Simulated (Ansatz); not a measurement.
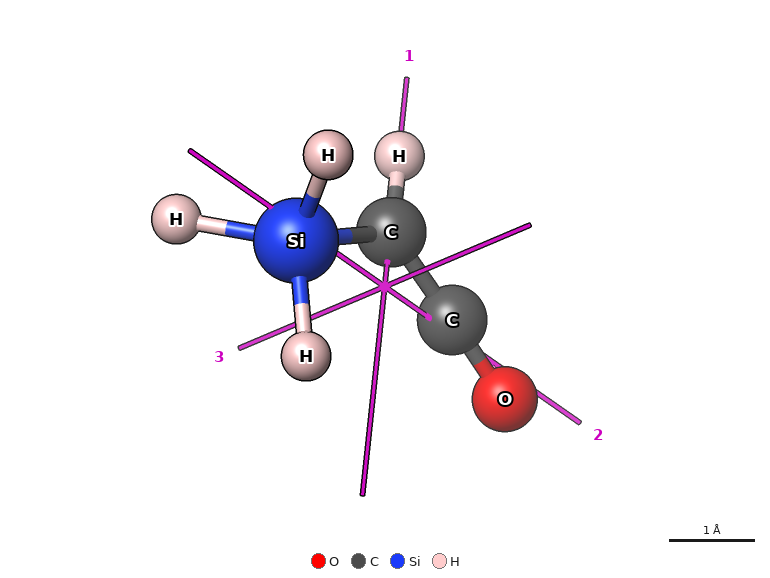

The three principal axes of inertia are drawn and numbered. Distant atoms are faded towards the background colour. The geometry was computed by an optimisation with PBE0-D4/def2-TZVP. Masses are those of the most abundant isotopes; constants are for the rigid equilibrium geometry.

**Which line is the a axis (least moment of inertia), which b and which c?**

a is line 2, b is line 1, c is line 3; the moments are 20.4, 175, 190 u Å².

**What kind of rotor is it, and what are its rotational constants in MHz?**

An asymmetric top (Cs): A = 24731, B = 2883, C = 2661 MHz. Ray's parameter κ is −0.98, close to the prolate limit.
